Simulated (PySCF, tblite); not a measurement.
**C₅H₉BN₂S: geometry, infrared bands and NMR shifts**

Aim: predict the infrared bands and NMR shifts of C₅H₉BN₂S (`[H]/N=C\CSB(N)C#CC`).

The runs use tblite 0.8.0 and PySCF 2.14.0, with density-fitted response routines of our own; the level of theory stands in each step. All values are computed, except where a source is named. Atoms are numbered from 0 throughout.

## 1. The starting structure

18 atoms, charge 0, multiplicity 1; geometry from: force field or distance geometry start.

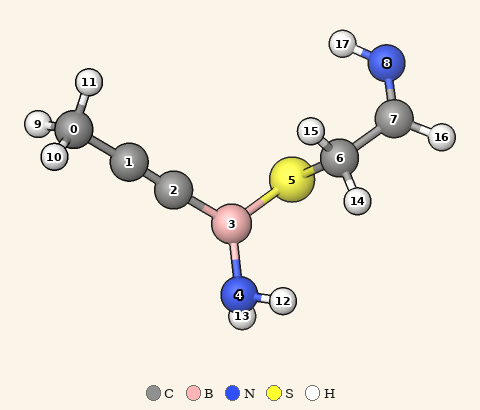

As it starts; carbon grey, boron pink, nitrogen blue, sulfur yellow, hydrogen white, atoms numbered.

## 2. Relaxing the molecule with GFN2-xTB

Job settings and geometry (Å):

```
{"job": {"kind": "relax", "xc": "GFN2-xTB", "basis": "xTB"}, "charge": 0, "multiplicity": 1}
C      3.693700     0.908700    -0.568800
C      2.503800     0.248500    -0.020600
C      1.548300    -0.309100     0.451100
B      0.302700    -0.994700     1.020900
N      0.283300    -2.517700     1.181200
S     -1.186200     0.025600     1.577800
C     -1.990100    -0.009600    -0.057000
C     -3.261800     0.775900    -0.003200
N     -3.258600     2.043200     0.150100
H      4.309200     1.303000     0.262300
H      4.270000     0.184400    -1.168800
H      3.357500     1.747700    -1.215500
H     -0.546600    -2.864900     0.649000
H      0.114200    -2.726600     2.179400
H     -2.226200    -1.055800    -0.323400
H     -1.323400     0.421800    -0.814600
H     -4.213600     0.259000    -0.129300
H     -2.385100     2.567100     0.257900
```

Started as:

```
$ OMP_NUM_THREADS=1 python probes_run.py task.json out
```

This one command runs all jobs of the session in turn.

**Question.** This job is followed by: GFN2-xTB harmonic vibrations, gas phase; GIAO PBE0/pcSseg-1 NMR shielding, non-relativistic, gas phase. What will the session give for the following? strongest single infrared mode (GFN2-xTB); zero-point energy (GFN2-xTB); ¹³C shifts against TMS (PBE0/pcSseg-1); ¹H shifts against TMS (PBE0/pcSseg-1, means over atoms taken as alike); ¹¹B shifts against BF3·OEt2 (PBE0/pcSseg-1); ¹⁵N shifts against NH3 (PBE0/pcSseg-1); ³³S shifts against CS2 (PBE0/pcSseg-1).

As calculated:

```
                                                              quantity                              value
                             strongest single infrared mode (GFN2-xTB)              1742 cm⁻¹, 203 km/mol
                                          zero-point energy (GFN2-xTB)                      85.2 kcal/mol
                                ¹³C shifts against TMS (PBE0/pcSseg-1)  172.9, 118.8, 87.7, 47.2, 6.1 ppm
¹H shifts against TMS (PBE0/pcSseg-1, means over atoms taken as alike)  10.81, 7.80, 3.63, 3.40, 2.22 ppm
                           ¹¹B shifts against BF3·OEt2 (PBE0/pcSseg-1)                           30.3 ppm
                                ¹⁵N shifts against NH3 (PBE0/pcSseg-1)                    360.6, 98.4 ppm
                                ³³S shifts against CS2 (PBE0/pcSseg-1)                            -29 ppm
```

**Reading.** Over 196 steps the energy fell by 1.623 eV; of the close pairs, B3–N4 changed most, 1.532 to 1.390 Å. The lowest mode is imaginary (26i cm⁻¹), so the xTB geometry is not a minimum. The strongest single mode, at 1742 cm⁻¹, moves mainly C7 and N8. Unscaled tight-binding wavenumbers are off by several per cent, some by more. Its intensities can rank the bands wrongly. At PBE0/pcSseg-1: Shielding is most anisotropic at N8 (span 632 ppm, paramagnetic term -415 ppm).
